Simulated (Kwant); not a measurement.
Model system: wire with an antidot in a InAs two-dimensional gas. Effective mass 0.023 mₑ, grid spacing 6.7 nm, hard walls, nominal width 200 nm (29 grid rows, so walls 201 nm apart), one parabolic valley, scattering region 600 nm long along x; energies count from the band bottom; Fermi energy 0.00217 eV. Hard-wall hole of radius 37 nm, 20 nm off the axis. Perpendicular field swept from 0 to 0.52 T, also in the leads; orbital effect alone.

The device is made up for the run: typed textbook-type constants, with dimensions and the other settings drawn at random.

Model: effective-mass tight-binding model on a square grid, one spin, coherent transport at 0 K (Kwant). Conductance is in e²/h.

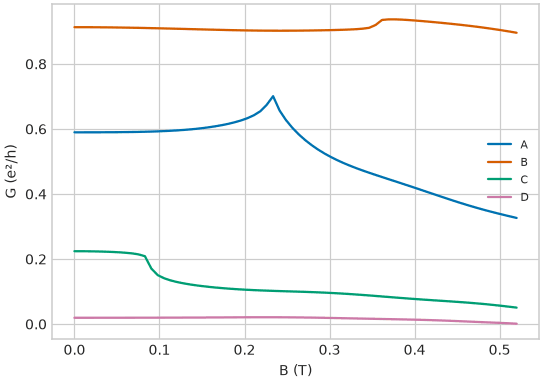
Figure. G (e²/h) of 4 runs

| B (T) | A | B | C | D |
|---|---|---|---|---|
| 0.000 | 0.59 | 0.91 | 0.22 | 0.020 |
| 0.03015 | 0.59 | 0.91 | 0.22 | 0.020 |
| 0.06029 | 0.59 | 0.91 | 0.22 | 0.020 |
| 0.09044 | 0.59 | 0.91 | 0.17 | 0.020 |
| 0.1206 | 0.60 | 0.91 | 0.13 | 0.020 |
| 0.1507 | 0.60 | 0.91 | 0.12 | 0.020 |
| 0.1809 | 0.62 | 0.90 | 0.11 | 0.021 |
| 0.2110 | 0.64 | 0.90 | 0.10 | 0.021 |
| 0.2412 | 0.66 | 0.90 | 0.10 | 0.021 |
| 0.2713 | 0.57 | 0.90 | 0.099 | 0.020 |
| 0.3014 | 0.51 | 0.90 | 0.096 | 0.019 |
| 0.3316 | 0.48 | 0.91 | 0.091 | 0.017 |
| 0.3617 | 0.45 | 0.94 | 0.085 | 0.016 |
| 0.3919 | 0.43 | 0.94 | 0.079 | 0.014 |
| 0.4220 | 0.40 | 0.93 | 0.073 | 0.012 |
| 0.4522 | 0.37 | 0.92 | 0.068 | 0.0091 |
| 0.4823 | 0.35 | 0.91 | 0.062 | 0.0057 |
| 0.5200 | 0.33 | 0.90 | 0.051 | 0.0013 |

Question: Column A is the base. The others each differ by one change: effective mass 0.023 → 0.014 mₑ; effective mass 0.023 → 0.018 mₑ; effective mass 0.023 → 0.03 mₑ. Which is which?

Answer: B: effective mass 0.023 → 0.03 mₑ; C: effective mass 0.023 → 0.018 mₑ; D: effective mass 0.023 → 0.014 mₑ.
